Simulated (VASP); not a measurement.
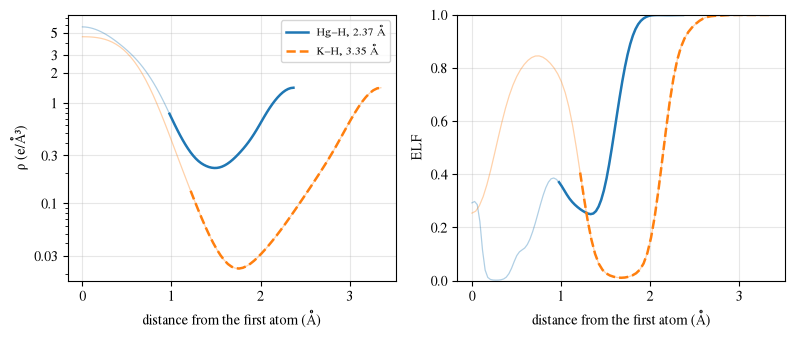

The picture shows: KHgH3. Valence pseudo-density and electron localisation function along straight lines between neighbouring atoms. Thin, pale parts lie inside the atomic spheres.

Space group Pm-3m; a generated structure, not necessarily the stable one; computed pressure about −7 GPa in this cell.

The calculation used Kohn-Sham DFT of a periodic cell, PBE, VASP PAW PBE potentials, recommended in VASP.

The density is the valence pseudo-density of a PAW calculation; it isn't the true density close to the nuclei.

Question: What can be read from the curves?

Answer: Hg–H (2.37 Å): ρ is about 0.35 e/Å³ halfway; the ELF climbs to about 1 towards the hydrogen.
K–H (3.35 Å): ρ is about 0.02 e/Å³ halfway; the ELF climbs to about 1 towards the hydrogen.
